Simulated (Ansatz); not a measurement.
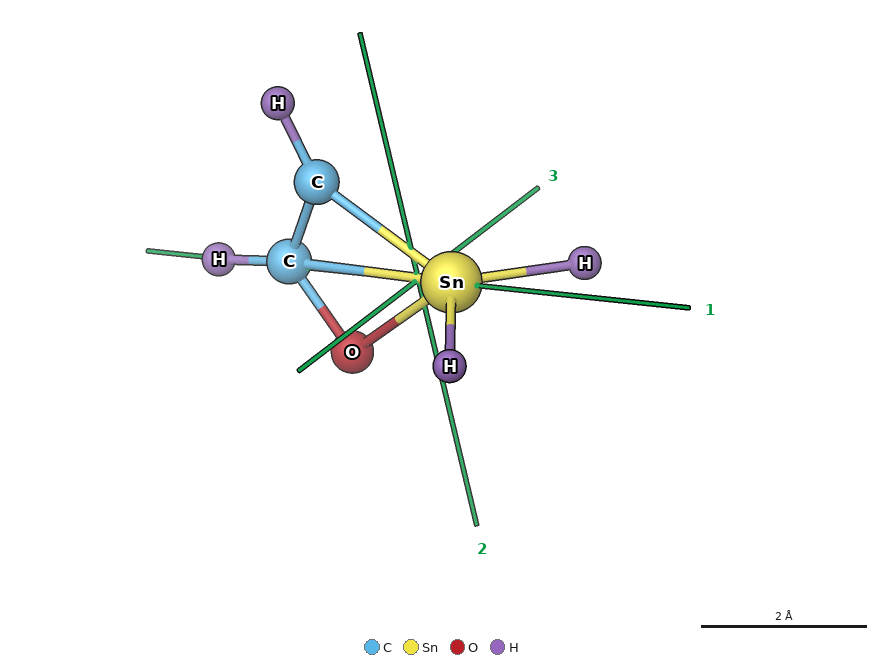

The three principal axes of inertia are drawn and numbered. Distant atoms are faded towards the background colour. The geometry was computed by an optimisation with PBE-D4/def2-SVP. No frequency run is at hand to confirm it as a minimum. Masses are those of the most abundant isotopes; constants are for the rigid equilibrium geometry.

**Which line is the a axis (least moment of inertia), which b and which c?**

a is line 1, b is line 2, c is line 3; the moments are 47.0, 146, 184 u Å².

**Classify the rotor and give the rotational constants (GHz).**

An asymmetric top (Cs): A = 10.8, B = 3.47, C = 2.74 GHz. Ray's parameter κ is −0.82, nearer the prolate limit.
